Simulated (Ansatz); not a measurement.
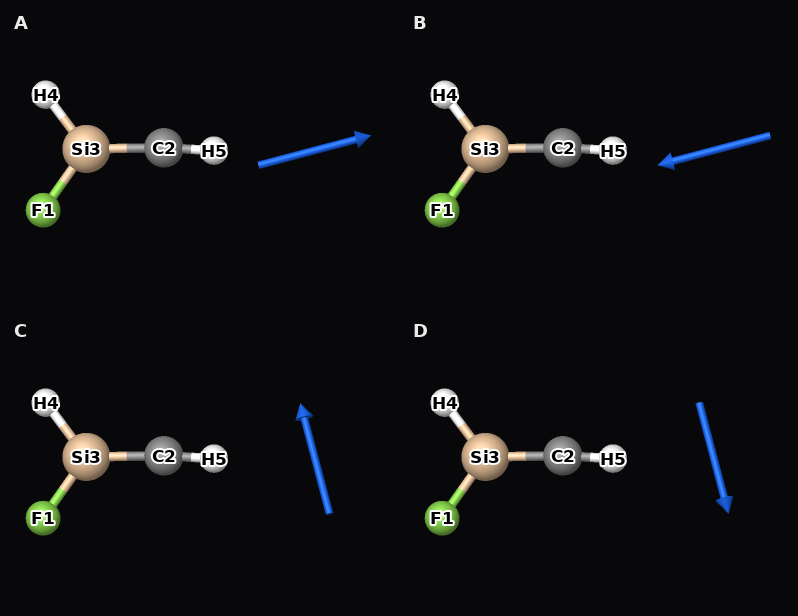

The same molecule four times, each with an arrow. State: neutral, doublet. The computed structure is the end point of a PBE0-D4/def2-TZVP optimisation. No frequency run is at hand to confirm it as a minimum. Method: UKS PBE0-D4/def2-TZVP (Ansatz 0.2.0).

Question: Which arrow points along the dipole moment, from the negative to the positive end?

Answer: C. The dipole moment is 0.96 D; it points from the side of F1 to the side of H4 (the outermost atoms at the two ends).
